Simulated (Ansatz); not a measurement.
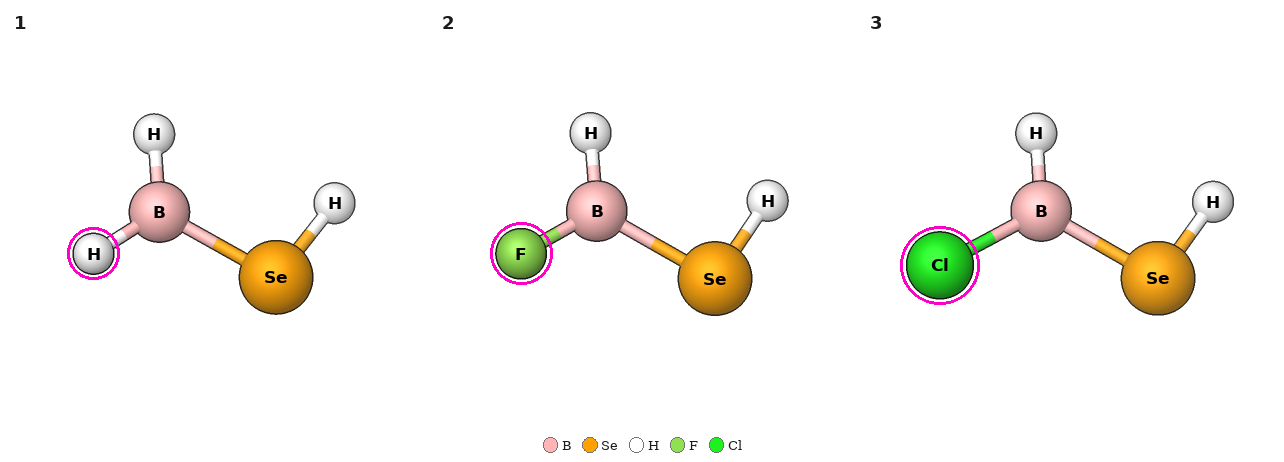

3 molecules with one skeleton, seen from the same side and at one scale; the atom that differs is circled. Each species is neutral and a spin singlet. Computed geometries: PBE0-D4/def2-TZVP optimisations, one conformation each. Properties computed with Ansatz 0.2.0.

One atom differs, called X below: H in panel 1, F in panel 2, Cl in panel 3. Their formulas are BH3Se (`B[SeH]`), BFH2Se (`FB[SeH]`), BClH2Se (`ClB[SeH]`).

Question: Rank them by the vertical ionisation energy, lowest first (r2SCAN-D4/def2-TZVPP).

Answer: 3 (Cl), 2 (F), 1 (H).

Question: Rank them by the HOMO–LUMO gap, lowest first (r2SCAN-D4/def2-TZVPP).

Answer: 3 (Cl), 1 (H), 2 (F).

Give the values. With PBE0-D4/def2-TZVP: length of X–B (Å), angle H–B–X (°). With r2SCAN-D4/def2-TZVPP: dipole moment (D), HOMO energy (Kohn–Sham orbital) (eV), HOMO–LUMO gap (eV), vertical ionisation energy (eV).

```json
{"quantity": "length of X–B (Å)", "1 (H)": "1.191", "2 (F)": "1.320", "3 (Cl)": "1.743"}
{"quantity": "angle H–B–X (°)", "1 (H)": "123.2", "2 (F)": "119.8", "3 (Cl)": "119.6"}
{"quantity": "dipole moment (D)", "1 (H)": "0.71", "2 (F)": "1.27", "3 (Cl)": "1.27"}
{"quantity": "HOMO energy (Kohn–Sham orbital) (eV)", "1 (H)": "−7.12", "2 (F)": "−6.95", "3 (Cl)": "−6.99"}
{"quantity": "HOMO–LUMO gap (eV)", "1 (H)": "5.04", "2 (F)": "5.48", "3 (Cl)": "4.92"}
{"quantity": "vertical ionisation energy (eV)", "1 (H)": "10.36", "2 (F)": "10.23", "3 (Cl)": "10.03"}
```
